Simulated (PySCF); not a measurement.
# BBrH5P: electronic excitations at several levels of theory, part 1 of 2

How much do the electronic excitations of BBrH5P (`[PH3+][BH2-]Br`) depend on the level of theory, and what does each level cost?

The runs use PySCF 2.14.0, with density-fitted response routines of our own; the level of theory stands in each step. All values are computed, except where a source is named. Atoms count from 0, in the outputs and in this text.

## 1. The starting structure

8 atoms, charge 0, multiplicity 1; geometry from: PBE0-D3(BJ)/def2-SVP.

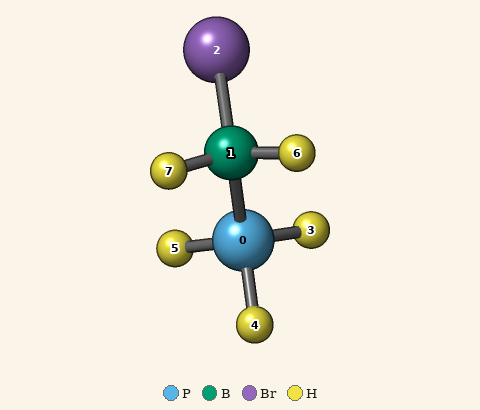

As it starts; phosphorus blue, boron teal, bromine purple, hydrogen yellow, atoms numbered.

## 2. TDDFT and polarisability: B3LYP/def2-SVPD

What the job is given:

```
{"job": {"kind": "uv", "xc": "B3LYP", "basis": "def2-SVPD", "ip": true}, "charge": 0, "multiplicity": 1}
P      0.372769     0.167782     0.503998
B     -1.482343    -0.419669     0.424378
Br    -2.459892     1.289620     0.868395
H      0.791256     0.694391     1.746901
H      1.404129    -0.769192     0.235306
H      0.715827     1.220742    -0.373958
H     -1.593727    -1.272238     1.281000
H     -1.662297    -0.788471    -0.717569
```

With the program's defaults for keys left out, this is: TDDFT B3LYP/def2-SVPD, vertical, gas phase, core orbitals frozen in the response.

Started as:

```
$ OMP_NUM_THREADS=1 python probes_run.py task.json out
```

One launch serves the whole session: the jobs run in the order shown.

Log:

```text
coarse grid: 31288 points
cycle   1  E = -2942.9754056176  dE = -1.042e+00  |g| = 2.723e-01  |ddm| = 3.122e+00
cycle   2  E = -2942.9774399486  dE = -2.034e-03  |g| = 2.592e-01  |ddm| = 1.064e+00
cycle   3  E = -2943.0040002316  dE = -2.656e-02  |g| = 5.118e-02  |ddm| = 5.008e-01
cycle   4  E = -2943.0045448284  dE = -5.446e-04  |g| = 9.341e-03  |ddm| = 6.694e-02
cycle   5  E = -2943.0045630632  dE = -1.823e-05  |g| = 6.536e-03  |ddm| = 2.190e-02
cycle   6  E = -2943.0045751097  dE = -1.205e-05  |g| = 5.624e-04  |ddm| = 1.016e-02
cycle   7  E = -2943.0045751838  dE = -7.411e-08  |g| = 1.468e-04  |ddm| = 1.245e-03
final grid: 63072 points
cycle   8  E = -2943.0045382343  dE = -1.909e-08  |g| = 1.505e-04  |ddm| = 3.403e-03
cycle   9  E = -2943.0045382339  dE =  4.202e-10  |g| = 1.664e-04  |ddm| = 5.160e-04
cycle  10  E = -2943.0045382392  dE = -5.272e-09  |g| = 8.583e-06  |ddm| = 2.393e-04
cycle  11  E = -2943.0045382392  dE = -2.228e-11  |g| = 3.308e-06  |ddm| = 1.984e-05
converged SCF energy = -2943.0045382392

Static polarisability (au): isotropic 68.791, principal 56.700 64.391 85.283

Singlet excitations
state   eV       nm        f      main configurations
  1   5.6582    219.1   0.00027   H->L 0.83, H->L+1 0.16
  2   5.7710    214.8   0.00504   H-1->L 0.90, H-1->L+1 0.09
  3   5.8889    210.5   0.00692   H->L+1 0.82, H->L 0.17
  4   6.0259    205.8   0.00572   H->L+2 0.78, H-1->L+1 0.18
  5   6.1438    201.8   0.00436   H-1->L+2 0.99
  6   6.1875    200.4   0.11030   H-1->L+1 0.65, H->L+2 0.21
  7   6.3629    194.9   0.00032   H->L+3 0.98
  8   6.5488    189.3   0.02726   H-1->L+3 0.95
  9   6.9098    179.4   0.02084   H->L+4 0.98
 10   7.1208    174.1   0.01758   H-1->L+4 0.95

Triplet excitations (Tamm-Dancoff, eV): 5.4542 5.5003 5.8122 5.8733
Vertical ionisation energy (delta-SCF) = 9.5327 eV
```

Run time: 24 s. Hardware: 1 thread of Arm Neoverse V1, shared host; peak memory 0.55 GiB.

The orbitals next to the gap, with their largest atomic shares:

| orbital | eV | atoms |
| --- | --- | --- |
| HOMO−3 | -9.54 | B1 38 %, H6 17 %, H7 17 % |
| HOMO−2 | -9.15 | Br2 59 %, B1 24 %, P0 6 % |
| HOMO−1 | -7.18 | Br2 76 %, B1 10 %, P0 8 % |
| HOMO | -7.03 | Br2 77 %, B1 13 %, H7 4 % |
| LUMO | -0.50 | P0 34 %, H3 17 %, H5 17 % |
| LUMO+1 | -0.29 | H4 35 %, P0 33 %, Br2 17 % |
| LUMO+2 | -0.17 | P0 48 %, H5 16 %, H3 16 % |

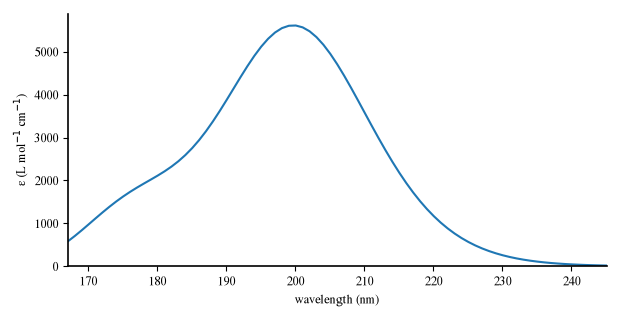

Absorption spectrum: each of the 10 states is a Gaussian band of 0.4 eV half-width at 1/e. Beyond the last state computed it falls off for lack of states.

Ground-state properties from the same run:

| property | computed |
| --- | --- |
| dipole moment (D) | 5.13 |
| polarisability (Å³) | 10.19 |
| HOMO–LUMO gap (eV) | 6.53 |
| −ε(HOMO) (eV) | 7.03 |

## 3. Excited states and response: PBE0/def2-SVPD

Settings changed since step 2:

```diff
@@ -1,2 +1,2 @@
-{"job": {"kind": "uv", "xc": "B3LYP", "basis": "def2-SVPD", "ip": true}, "charge": 0, "multiplicity": 1}
+{"job": {"kind": "uv", "xc": "PBE0", "basis": "def2-SVPD", "ip": true}, "charge": 0, "multiplicity": 1}
 P      0.372769     0.167782     0.503998
```

With the program's defaults for keys left out, this is: TDDFT PBE0/def2-SVPD, vertical, gas phase, core orbitals frozen in the response.

Log:

```text
coarse grid: 31288 points
cycle   1  E = -2942.4578137003  dE = -1.038e+00  |g| = 2.544e-01  |ddm| = 2.996e+00
cycle   2  E = -2942.4645934233  dE = -6.780e-03  |g| = 2.243e-01  |ddm| = 9.637e-01
cycle   3  E = -2942.4845098139  dE = -1.992e-02  |g| = 4.260e-02  |ddm| = 4.334e-01
cycle   4  E = -2942.4848735277  dE = -3.637e-04  |g| = 7.833e-03  |ddm| = 5.893e-02
cycle   5  E = -2942.4848871489  dE = -1.362e-05  |g| = 5.313e-03  |ddm| = 1.844e-02
cycle   6  E = -2942.4848951795  dE = -8.031e-06  |g| = 4.903e-04  |ddm| = 8.326e-03
final grid: 63072 points
cycle   7  E = -2942.4848579172  dE = -2.900e-08  |g| = 5.003e-04  |ddm| = 3.004e-03
cycle   8  E = -2942.4848579007  dE =  1.648e-08  |g| = 5.710e-04  |ddm| = 1.493e-03
cycle   9  E = -2942.4848579666  dE = -6.589e-08  |g| = 3.770e-05  |ddm| = 7.947e-04
cycle  10  E = -2942.4848579670  dE = -4.602e-10  |g| = 7.364e-06  |ddm| = 5.901e-05
converged SCF energy = -2942.4848579670

Static polarisability (au): isotropic 67.967, principal 56.101 63.697 84.103

Singlet excitations
state   eV       nm        f      main configurations
  1   5.8632    211.5   0.00107   H->L 0.81, H->L+1 0.17
  2   5.9777    207.4   0.01568   H-1->L 0.89, H-1->L+1 0.09
  3   6.1894    200.3   0.00701   H->L+1 0.80, H->L 0.18
  4   6.2850    197.3   0.00298   H->L+2 0.79, H-1->L+1 0.17
  5   6.3789    194.4   0.00475   H-1->L+2 0.99
  6   6.4315    192.8   0.08832   H-1->L+1 0.65, H->L+2 0.19
  7   6.6015    187.8   0.00002   H->L+3 0.97
  8   6.7896    182.6   0.04587   H-1->L+3 0.91
  9   7.1164    174.2   0.01810   H->L+4 0.97
 10   7.3313    169.1   0.01724   H-1->L+4 0.93

Triplet excitations (Tamm-Dancoff, eV): 5.6060 5.6145 6.0994 6.1368
Vertical ionisation energy (delta-SCF) = 9.5199 eV
```

Wall time 25 s (1 thread of Arm Neoverse V1, shared host); peak memory 0.55 GiB.

Key values: HOMO -7.27 eV, LUMO -0.24 eV; lowest singlet 5.86 eV.

## 4. Excited states and response: BHandHLYP/def2-SVPD

Settings changed since step 3:

```diff
@@ -1,2 +1,2 @@
-{"job": {"kind": "uv", "xc": "PBE0", "basis": "def2-SVPD", "ip": true}, "charge": 0, "multiplicity": 1}
+{"job": {"kind": "uv", "xc": "BHandHLYP", "basis": "def2-SVPD", "ip": true}, "charge": 0, "multiplicity": 1}
 P      0.372769     0.167782     0.503998
```

Level: TDDFT BHandHLYP/def2-SVPD, vertical, gas phase, core orbitals frozen in the response.

Log:

```text
coarse grid: 31288 points
cycle   1  E = -2942.8908474606  dE = -1.021e+00  |g| = 2.518e-01  |ddm| = 2.888e+00
cycle   2  E = -2942.9131480670  dE = -2.230e-02  |g| = 1.422e-01  |ddm| = 8.613e-01
cycle   3  E = -2942.9203200024  dE = -7.172e-03  |g| = 3.902e-02  |ddm| = 3.263e-01
cycle   4  E = -2942.9205829318  dE = -2.629e-04  |g| = 8.606e-03  |ddm| = 6.009e-02
cycle   5  E = -2942.9206009497  dE = -1.802e-05  |g| = 1.579e-03  |ddm| = 1.990e-02
cycle   6  E = -2942.9206016467  dE = -6.970e-07  |g| = 6.296e-04  |ddm| = 3.290e-03
final grid: 63072 points
cycle   7  E = -2942.9205790380  dE = -5.016e-08  |g| = 5.588e-04  |ddm| = 2.380e-03
cycle   8  E = -2942.9205790506  dE = -1.261e-08  |g| = 5.324e-04  |ddm| = 1.578e-03
cycle   9  E = -2942.9205791320  dE = -8.143e-08  |g| = 1.862e-05  |ddm| = 7.419e-04
cycle  10  E = -2942.9205791322  dE = -1.569e-10  |g| = 6.548e-06  |ddm| = 4.928e-05
converged SCF energy = -2942.9205791322

Static polarisability (au): isotropic 65.888, principal 54.969 62.049 80.647

Singlet excitations
state   eV       nm        f      main configurations
  1   6.5216    190.1   0.00348   H->L+1 0.68, H->L 0.25
  2   6.5406    189.6   0.01854   H-1->L+1 0.58, H-1->L 0.36
  3   6.8096    182.1   0.01389   H->L 0.68, H->L+1 0.22
  4   6.9278    179.0   0.07135   H-1->L 0.56, H-1->L+1 0.28
  5   7.1585    173.2   0.00679   H-1->L+2 0.90
  6   7.2580    170.8   0.01073   H->L+2 0.85, H-1->L+3 0.12
  7   7.2845    170.2   0.00053   H->L+3 0.81
  8   7.3962    167.6   0.06023   H-1->L+3 0.72, H->L+2 0.10
  9   7.6869    161.3   0.01617   H->L+4 0.82
 10   7.8297    158.4   0.03911   H-1->L+4 0.81

Triplet excitations (Tamm-Dancoff, eV): 6.1261 6.1899 6.6967 6.7032
Vertical ionisation energy (delta-SCF) = 9.5527 eV
```

Run time: 33 s. Hardware: 1 thread of Arm Neoverse V1, shared host; peak memory 0.55 GiB.

In short: HOMO -8.35 eV, LUMO 0.39 eV; lowest singlet 6.52 eV.

## 5. Excited states and response: CAM-B3LYP/def2-SVPD

Settings changed since step 4:

```diff
@@ -1,2 +1,2 @@
-{"job": {"kind": "uv", "xc": "BHandHLYP", "basis": "def2-SVPD", "ip": true}, "charge": 0, "multiplicity": 1}
+{"job": {"kind": "uv", "xc": "CAM-B3LYP", "basis": "def2-SVPD", "ip": true}, "charge": 0, "multiplicity": 1}
 P      0.372769     0.167782     0.503998
```

With the program's defaults for keys left out, this is: TDDFT CAM-B3LYP/def2-SVPD, vertical, gas phase, core orbitals frozen in the response.

Log:

```text
coarse grid: 31288 points
cycle   1  E = -2943.0256095161  dE = -1.012e+00  |g| = 2.665e-01  |ddm| = 2.992e+00
cycle   2  E = -2943.0485537840  dE = -2.294e-02  |g| = 1.428e-01  |ddm| = 8.606e-01
cycle   3  E = -2943.0558516077  dE = -7.298e-03  |g| = 4.051e-02  |ddm| = 3.521e-01
cycle   4  E = -2943.0561373257  dE = -2.857e-04  |g| = 9.689e-03  |ddm| = 6.199e-02
cycle   5  E = -2943.0561579071  dE = -2.058e-05  |g| = 2.044e-03  |ddm| = 2.383e-02
cycle   6  E = -2943.0561591621  dE = -1.255e-06  |g| = 7.304e-04  |ddm| = 4.054e-03
final grid: 63072 points
cycle   7  E = -2943.0561269276  dE = -8.762e-08  |g| = 6.358e-04  |ddm| = 2.492e-03
cycle   8  E = -2943.0561269451  dE = -1.752e-08  |g| = 6.141e-04  |ddm| = 1.789e-03
cycle   9  E = -2943.0561270459  dE = -1.008e-07  |g| = 2.710e-05  |ddm| = 8.469e-04
cycle  10  E = -2943.0561270462  dE = -3.638e-10  |g| = 1.035e-05  |ddm| = 7.342e-05
converged SCF energy = -2943.0561270462

Static polarisability (au): isotropic 67.221, principal 56.034 63.330 82.298

Singlet excitations
state   eV       nm        f      main configurations
  1   6.2783    197.5   0.00375   H->L+1 0.72, H->L 0.21
  2   6.3327    195.8   0.01749   H-1->L+1 0.61, H-1->L 0.34
  3   6.5982    187.9   0.01314   H->L 0.71, H->L+1 0.17
  4   6.7262    184.3   0.05901   H-1->L 0.56, H-1->L+1 0.25
  5   6.9320    178.9   0.00685   H-1->L+2 0.91
  6   6.9933    177.3   0.01758   H->L+2 0.88
  7   7.0475    175.9   0.00006   H->L+3 0.79
  8   7.1908    172.4   0.05410   H-1->L+3 0.73
  9   7.4319    166.8   0.01504   H->L+4 0.80
 10   7.6058    163.0   0.04128   H-1->L+4 0.77

Triplet excitations (Tamm-Dancoff, eV): 5.9497 5.9644 6.4971 6.5148
Vertical ionisation energy (delta-SCF) = 9.6195 eV
```

Run time: 32 s. Hardware: 1 thread of Arm Neoverse V1, shared host; peak memory 0.56 GiB.

Key values: HOMO -8.56 eV, LUMO 0.54 eV; lowest singlet 6.28 eV.

## 6. TDDFT and polarisability: wB97X-D/def2-SVPD

Settings changed since step 5:

```diff
@@ -1,2 +1,2 @@
-{"job": {"kind": "uv", "xc": "CAM-B3LYP", "basis": "def2-SVPD", "ip": true}, "charge": 0, "multiplicity": 1}
+{"job": {"kind": "uv", "xc": "wB97X-D", "basis": "def2-SVPD", "ip": true}, "charge": 0, "multiplicity": 1}
 P      0.372769     0.167782     0.503998
```

With the program's defaults for keys left out, this is: TDDFT wB97X-D/def2-SVPD, vertical, gas phase, core orbitals frozen in the response.

Log:

```text
coarse grid: 31288 points
cycle   1  E = -2942.9695945478  dE = -1.010e+00  |g| = 2.662e-01  |ddm| = 2.902e+00
cycle   2  E = -2942.9966276569  dE = -2.703e-02  |g| = 1.307e-01  |ddm| = 8.290e-01
cycle   3  E = -2943.0021780131  dE = -5.550e-03  |g| = 3.927e-02  |ddm| = 3.270e-01
cycle   4  E = -2943.0024706362  dE = -2.926e-04  |g| = 1.026e-02  |ddm| = 5.925e-02
cycle   5  E = -2943.0025043946  dE = -3.376e-05  |g| = 2.090e-03  |ddm| = 3.010e-02
cycle   6  E = -2943.0025066535  dE = -2.259e-06  |g| = 7.344e-04  |ddm| = 5.429e-03
final grid: 63072 points
cycle   7  E = -2943.0024525538  dE = -9.252e-07  |g| = 7.764e-04  |ddm| = 5.316e-03
cycle   8  E = -2943.0024526549  dE = -1.011e-07  |g| = 5.941e-04  |ddm| = 2.006e-03
cycle   9  E = -2943.0024527261  dE = -7.118e-08  |g| = 6.048e-05  |ddm| = 8.486e-04
cycle  10  E = -2943.0024527287  dE = -2.670e-09  |g| = 2.827e-05  |ddm| = 2.436e-04
cycle  11  E = -2943.0024527291  dE = -3.893e-10  |g| = 3.422e-06  |ddm| = 7.914e-05
converged SCF energy = -2943.0024527291

Static polarisability (au): isotropic 67.088, principal 55.994 63.257 82.013

Singlet excitations
state   eV       nm        f      main configurations
  1   6.3363    195.7   0.00470   H->L+1 0.59, H->L 0.34
  2   6.4167    193.2   0.03019   H-1->L+1 0.51, H-1->L 0.43
  3   6.8488    181.0   0.01271   H->L 0.54, H->L+1 0.29, H->L+3 0.09
  4   6.9590    178.2   0.01972   H-1->L 0.42, H-1->L+1 0.27, H->L+2 0.17
  5   6.9986    177.2   0.00740   H-1->L+2 0.96
  6   7.0485    175.9   0.03046   H->L+2 0.77
  7   7.2642    170.7   0.00233   H->L+3 0.69, H->L+4 0.14
  8   7.4016    167.5   0.06227   H-1->L+3 0.67, H-1->L+4 0.16
  9   7.6051    163.0   0.01232   H->L+4 0.69, H->L+3 0.12
 10   7.7819    159.3   0.04057   H-1->L+4 0.66, H-1->L+3 0.10

Triplet excitations (Tamm-Dancoff, eV): 6.0285 6.0408 6.6968 6.8145
Vertical ionisation energy (delta-SCF) = 9.5778 eV
```

Run time: 27 s. Hardware: 1 thread of Arm Neoverse V1, shared host; peak memory 0.55 GiB.

Key values: HOMO -9.11 eV, LUMO 1.45 eV; lowest singlet 6.34 eV.

## 7. Excited states and response: LC-wPBE/def2-SVPD

Settings changed since step 6:

```diff
@@ -1,2 +1,2 @@
-{"job": {"kind": "uv", "xc": "wB97X-D", "basis": "def2-SVPD", "ip": true}, "charge": 0, "multiplicity": 1}
+{"job": {"kind": "uv", "xc": "LC-wPBE", "basis": "def2-SVPD", "ip": true}, "charge": 0, "multiplicity": 1}
 P      0.372769     0.167782     0.503998
```

Level: TDDFT LC-wPBE/def2-SVPD, vertical, gas phase, core orbitals frozen in the response.

Log:

```text
coarse grid: 31288 points
cycle   1  E = -2942.4365227932  dE = -9.795e-01  |g| = 3.090e-01  |ddm| = 2.915e+00
cycle   2  E = -2942.4722410169  dE = -3.572e-02  |g| = 1.196e-01  |ddm| = 8.133e-01
cycle   3  E = -2942.4770258809  dE = -4.785e-03  |g| = 3.582e-02  |ddm| = 3.319e-01
cycle   4  E = -2942.4774373022  dE = -4.114e-04  |g| = 1.413e-02  |ddm| = 7.787e-02
cycle   5  E = -2942.4774956298  dE = -5.833e-05  |g| = 2.628e-03  |ddm| = 3.532e-02
cycle   6  E = -2942.4774996870  dE = -4.057e-06  |g| = 7.753e-04  |ddm| = 7.994e-03
final grid: 63072 points
cycle   7  E = -2942.4774850465  dE = -3.480e-07  |g| = 4.569e-04  |ddm| = 2.955e-03
cycle   8  E = -2942.4774851031  dE = -5.655e-08  |g| = 3.122e-04  |ddm| = 1.038e-03
cycle   9  E = -2942.4774851165  dE = -1.339e-08  |g| = 5.760e-05  |ddm| = 3.608e-04
cycle  10  E = -2942.4774851203  dE = -3.825e-09  |g| = 1.788e-05  |ddm| = 2.949e-04
cycle  11  E = -2942.4774851204  dE = -1.496e-10  |g| = 2.408e-06  |ddm| = 5.011e-05
converged SCF energy = -2942.4774851204

Static polarisability (au): isotropic 65.242, principal 54.785 61.675 79.267

Singlet excitations
state   eV       nm        f      main configurations
  1   6.7880    182.7   0.00706   H->L+1 0.78
  2   6.8124    182.0   0.03602   H-1->L+1 0.80
  3   7.3981    167.6   0.01414   H->L 0.67, H->L+3 0.13
  4   7.4641    166.1   0.02526   H-1->L 0.66, H-1->L+3 0.11
  5   7.6496    162.1   0.01313   H-1->L+2 0.84
  6   7.8286    158.4   0.00321   H->L+2 0.39, H-1->L+3 0.25, H-1->L+4 0.10
  7   7.8395    158.2   0.00280   H->L+3 0.34, H->L+4 0.23, H->L 0.12
  8   7.9235    156.5   0.06095   H->L+2 0.51, H-1->L+4 0.21, H-1->L+3 0.11
  9   8.1802    151.6   0.00793   H->L+4 0.44, H->L+3 0.27
 10   8.2801    149.7   0.07804   H-1->L+4 0.36, H-1->L+3 0.30

Triplet excitations (Tamm-Dancoff, eV): 6.2913 6.3660 7.1198 7.1371
Vertical ionisation energy (delta-SCF) = 9.6854 eV
```

Wall time 36 s (1 thread of Arm Neoverse V1, shared host); peak memory 0.52 GiB.

Key values: HOMO -9.92 eV, LUMO 1.62 eV; lowest singlet 6.79 eV.

## 8. TDDFT and polarisability: PBE0/6-31G*

Settings changed since step 7:

```diff
@@ -1,2 +1,2 @@
-{"job": {"kind": "uv", "xc": "LC-wPBE", "basis": "def2-SVPD", "ip": true}, "charge": 0, "multiplicity": 1}
+{"job": {"kind": "uv", "xc": "PBE0", "basis": "6-31G*"}, "charge": 0, "multiplicity": 1}
 P      0.372769     0.167782     0.503998
```

Level: TDDFT PBE0/6-31G*, vertical, gas phase, core orbitals frozen in the response.

Log:

```text
coarse grid: 31288 points
cycle   1  E = -2942.5510656226  dE = -1.007e+00  |g| = 2.521e-01  |ddm| = 2.370e+00
cycle   2  E = -2942.5611309020  dE = -1.007e-02  |g| = 2.179e-01  |ddm| = 9.620e-01
cycle   3  E = -2942.5797114628  dE = -1.858e-02  |g| = 3.860e-02  |ddm| = 4.306e-01
cycle   4  E = -2942.5799435847  dE = -2.321e-04  |g| = 5.964e-03  |ddm| = 3.749e-02
cycle   5  E = -2942.5799507504  dE = -7.166e-06  |g| = 4.302e-03  |ddm| = 1.561e-02
cycle   6  E = -2942.5799562616  dE = -5.511e-06  |g| = 4.491e-04  |ddm| = 6.293e-03
final grid: 63072 points
cycle   7  E = -2942.5799379154  dE = -1.258e-08  |g| = 4.572e-04  |ddm| = 1.175e-03
cycle   8  E = -2942.5799378988  dE =  1.657e-08  |g| = 5.225e-04  |ddm| = 1.170e-03
cycle   9  E = -2942.5799379600  dE = -6.118e-08  |g| = 2.825e-05  |ddm| = 6.469e-04
cycle  10  E = -2942.5799379603  dE = -2.460e-10  |g| = 5.033e-06  |ddm| = 4.235e-05
converged SCF energy = -2942.5799379603

Static polarisability (au): isotropic 53.841, principal 41.433 49.394 70.696

Singlet excitations
state   eV       nm        f      main configurations
  1   5.9830    207.2   0.00040   H->L 0.99
  2   6.1716    200.9   0.03652   H-1->L 0.94
  3   6.4013    193.7   0.01681   H->L+1 0.96
  4   6.4903    191.0   0.00332   H-1->L+1 0.99
  5   6.9427    178.6   0.00000   H->L+2 0.98
  6   7.1382    173.7   0.01217   H-1->L+2 0.98
  7   7.7939    159.1   0.00118   H->L+3 0.94
  8   7.9400    156.2   0.00737   H-1->L+3 0.81, H-2->L 0.17
  9   8.1190    152.7   0.00012   H->L+4 0.93
 10   8.2797    149.7   0.02118   H-1->L+4 0.70, H-2->L 0.19

Triplet excitations (Tamm-Dancoff, eV): 5.6974 5.7035 6.2175 6.2332
```

It took 5 s on 1 thread of Arm Neoverse V1, shared host; peak memory 0.38 GiB.

Key values: HOMO -7.12 eV, LUMO 0.12 eV; lowest singlet 5.98 eV.

## 9. TDDFT and polarisability: PBE0/def2-SVP

Settings changed since step 8:

```diff
@@ -1,2 +1,2 @@
-{"job": {"kind": "uv", "xc": "PBE0", "basis": "6-31G*"}, "charge": 0, "multiplicity": 1}
+{"job": {"kind": "uv", "xc": "PBE0", "basis": "def2-SVP"}, "charge": 0, "multiplicity": 1}
 P      0.372769     0.167782     0.503998
```

With the program's defaults for keys left out, this is: TDDFT PBE0/def2-SVP, vertical, gas phase, core orbitals frozen in the response.

Log:

```text
coarse grid: 31288 points
cycle   1  E = -2942.4487934295  dE = -1.044e+00  |g| = 2.471e-01  |ddm| = 2.530e+00
cycle   2  E = -2942.4583709413  dE = -9.578e-03  |g| = 2.079e-01  |ddm| = 8.840e-01
cycle   3  E = -2942.4748464395  dE = -1.648e-02  |g| = 3.476e-02  |ddm| = 3.884e-01
cycle   4  E = -2942.4750724440  dE = -2.260e-04  |g| = 7.309e-03  |ddm| = 3.939e-02
cycle   5  E = -2942.4750849333  dE = -1.249e-05  |g| = 4.819e-03  |ddm| = 1.650e-02
cycle   6  E = -2942.4750914187  dE = -6.485e-06  |g| = 4.061e-04  |ddm| = 6.504e-03
final grid: 63072 points
cycle   7  E = -2942.4750539005  dE = -1.733e-08  |g| = 3.751e-04  |ddm| = 9.993e-04
cycle   8  E = -2942.4750538925  dE =  8.059e-09  |g| = 4.139e-04  |ddm| = 8.916e-04
cycle   9  E = -2942.4750539294  dE = -3.690e-08  |g| = 3.328e-05  |ddm| = 5.034e-04
cycle  10  E = -2942.4750539297  dE = -3.638e-10  |g| = 4.802e-06  |ddm| = 4.468e-05
converged SCF energy = -2942.4750539297

Static polarisability (au): isotropic 54.221, principal 43.110 50.643 68.910

Singlet excitations
state   eV       nm        f      main configurations
  1   5.9675    207.8   0.00002   H->L 0.99
  2   6.1209    202.6   0.02370   H-1->L 0.96
  3   6.3834    194.2   0.01482   H->L+1 0.98
  4   6.4892    191.1   0.00775   H-1->L+1 0.99
  5   6.6416    186.7   0.00188   H->L+2 0.99
  6   6.8790    180.2   0.08169   H-1->L+2 0.94
  7   7.8453    158.0   0.00269   H->L+3 0.89, H->L+4 0.10
  8   8.1010    153.0   0.00124   H->L+4 0.89, H->L+3 0.10
  9   8.1193    152.7   0.00961   H-1->L+3 0.83, H-1->L+4 0.13
 10   8.2390    150.5   0.01641   H-1->L+4 0.51, H-2->L 0.33, H-1->L+3 0.15

Triplet excitations (Tamm-Dancoff, eV): 5.7028 5.7130 6.2025 6.2311
```

It took 6.2 s on 1 thread of Arm Neoverse V1, shared host; peak memory 0.41 GiB.

In short: HOMO -7.04 eV, LUMO 0.15 eV; lowest singlet 5.97 eV.

(Continued in part 2 of 2.)
